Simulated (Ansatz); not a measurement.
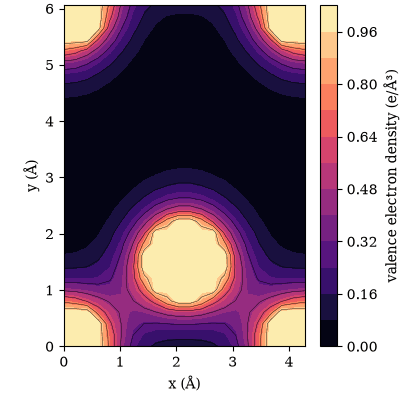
*Valence electron density (e/Å³), cut off at 1 on a lattice plane, plane-wave PAW r²SCAN (Ansatz code)*

Question: Which of these materials gives this?
A) BAs, NiAs type
B) As, diamond
C) P, diamond
D) GaAs, rock salt

Answer: B, As, diamond. Atoms in the plane, in fractions of its two edges: As at (0.00, 0.00), As at (0.50, 0.25).

The density is the valence pseudo-density with augmentation charge, so density and ELF within about 1 Å of a nucleus are not all-electron values.

Space group Fd-3m (diamond). The start of the workflow was typed in or built on a structure type; neither database checked (COD, Materials Project) lists it. It is not the phase usual at ambient conditions (space group No. 166). Symmetry was held in the r²SCAN relaxation. At this level the phase is mechanically unstable.

Potentials: the earlier of the program's two PAW sets.
